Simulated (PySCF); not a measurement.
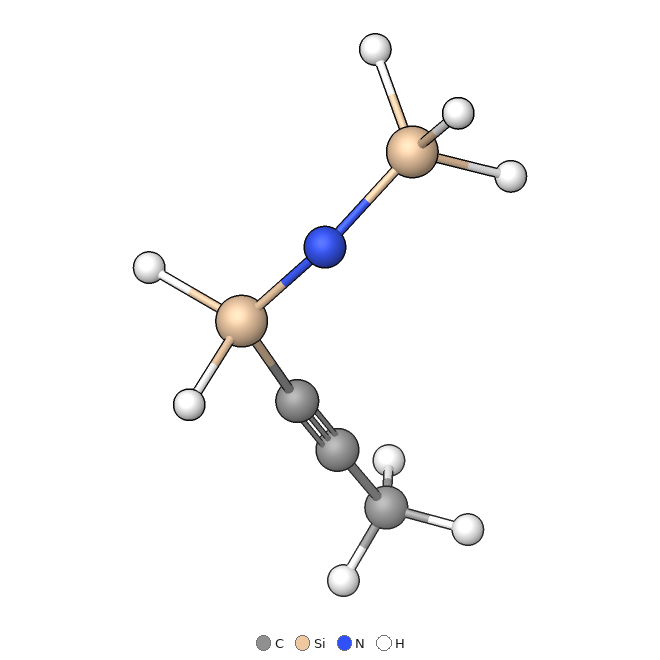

Multiple sticks mark multiple bonds (one Kekulé form).

Charge −1, singlet. The geometry was computed by an optimisation with PBE0-D3(BJ)/def2-SVP. No frequency run is at hand to confirm it as a minimum.

Which formula does it have?

Answer. C3H8NSi2(-), 14 atoms: 3 carbon, 8 hydrogen, 1 nitrogen and 2 silicon.

How many bonds of each kind are drawn?

Answer. 5 Si–H, 3 C–H, 2 C–C, 2 N–Si, 1 C–Si.

More results for the same structure follow; atom numbers are the same in all pictures, views and colours differ.

Geometry

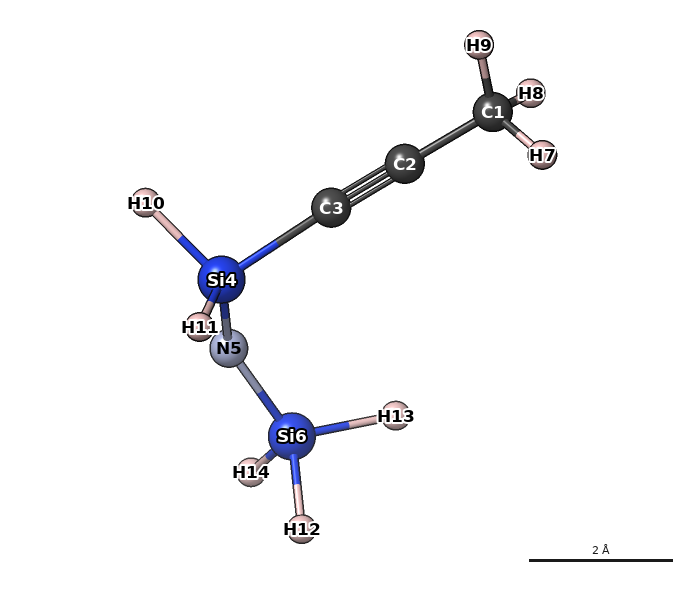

The atoms are numbered. No frequency run is at hand to confirm it as a minimum.

List the bonds and their lengths.

```tsv
bond	length (Å)	order
C1–C2	1.455	single
C1–H7	1.103	single
C1–H8	1.103	single
C1–H9	1.104	single
C2–C3	1.222	triple
C3–Si4	1.887	single
Si4–N5	1.646	single
Si4–H10	1.516	single
Si4–H11	1.524	single
N5–Si6	1.657	single
Si6–H12	1.530	single
Si6–H13	1.527	single
Si6–H14	1.522	single
```

NMR shielding

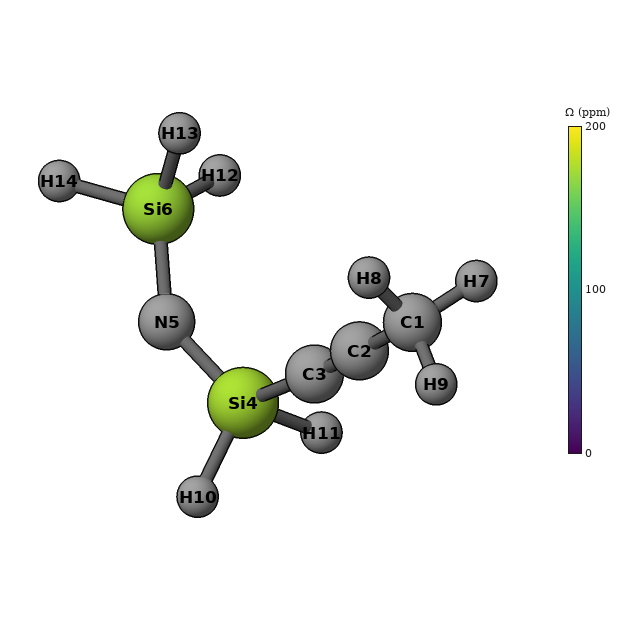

The Si atoms are coloured by the span of their shielding tensor. No frequency run is at hand to confirm it as a minimum. Level of theory: GIAO PBE0/pcSseg-1 NMR shielding, non-relativistic, IEF-PCM cyclohexane (PySCF 2.14.0). Principal shieldings σ11 ≤ σ22 ≤ σ33, span Ω = σ33 − σ11, skew κ = 3(σiso − σ22)/Ω.

Give the shielding tensors of the Si atoms.

```csv
atom,σ11,σ22,σ33,σiso,Ω,κ
Si4,383.8,396.1,557.3,445.7,173.6,0.86
Si6,381.3,393.5,552.9,442.6,171.6,0.86
```

Shieldings and span in ppm.

Quadrupole coupling

No frequency run is at hand to confirm it as a minimum. Electric field gradients from the ground-state density, PBE0/pcSseg-1 in cyclohexane (IEF-PCM) (PySCF 2.14.0), non-relativistic apart from any core potentials.

Give the largest field-gradient component, the quadrupole coupling constant and the asymmetry for 14N at N5 (Q = 20.44 mb), 2H at H7 (Q = 2.86 mb), 2H at H8 (Q = 2.86 mb).

```
atom  V_zz (a.u.)  e²qQ/h (MHz)     η
  N5        0.436          2.09  0.26
  H7        0.287         0.193  0.02
  H8        0.287         0.193  0.02
```

Charges

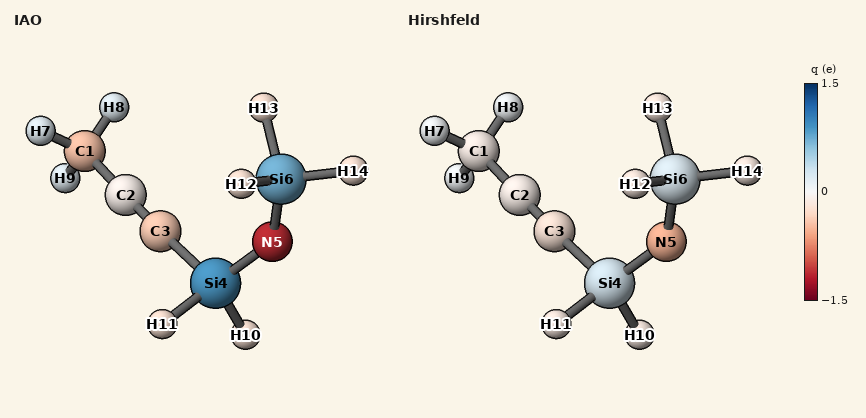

Atomic charges of one calculation by 2 schemes, on one colour scale. No frequency run is at hand to confirm it as a minimum. Level of theory: PBE0/pcSseg-1 in cyclohexane (IEF-PCM) (PySCF 2.14.0).

Which scheme gives the most polar picture (largest mean size of the charges)?

Answer. The IAO charges are the largest in size here.

On which atom do the schemes disagree most?

Answer. On Si4 (from 0.25 to 0.86 e).

List the charges (e), one line for each set of equivalent atoms.

| atom | IAO | Hirshfeld |
| --- | --- | --- |
| C1 | −0.43 | −0.10 |
| C2 | −0.08 | −0.08 |
| C3 | −0.38 | −0.20 |
| Si4 | 0.86 | 0.25 |
| N5 | −1.11 | −0.52 |
| Si6 | 0.71 | 0.20 |
| H7 | 0.16 | 0.05 |
| H8 | 0.16 | 0.05 |
| H9 | 0.16 | 0.05 |
| H10 | −0.20 | −0.13 |
| H11 | −0.22 | −0.14 |
| H12 | −0.22 | −0.15 |
| H13 | −0.21 | −0.14 |
| H14 | −0.20 | −0.14 |

Electronic properties

No frequency run is at hand to confirm it as a minimum. Properties computed with PBE0/def2-SVPD, gas phase (PySCF 2.14.0).

Predict the main results.

- HOMO energy (Kohn–Sham orbital): −1.69 eV
- mean static polarisability: 115.0 bohr³
